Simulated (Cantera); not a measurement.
Feed: 1 mol c-C₄F₈, a varied amount of H₂, equilibrated at 3500 K and 82000 Pa.

These are equilibrium values from Cantera (NASA tables, ideal gas, pure condensed phases), not measurements of a reactor. Candidate condensed phases: C, C₆H₆, C₇H₈, C₈H₁₈; 95 gas species. The feed counts by its element totals alone. Gases not in the tables: C₂F₆ and larger saturated fluorocarbons. Equilibrium is a limit: real reactors are often held back by kinetics, nucleation or transport.

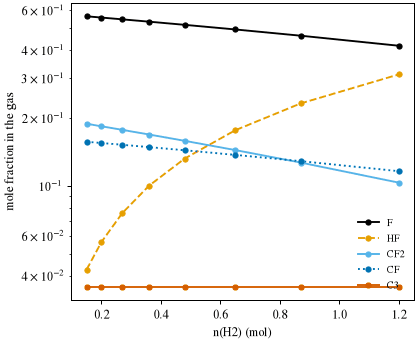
Figure. Equilibrium gas composition (values under 1e-9 drawn at 1e-9)

Read off the mole fractions at 0.27 mol H₂.

F about 0.55, CF₂ about 0.18, CF about 0.15, HF about 0.076, C₃ about 0.036.
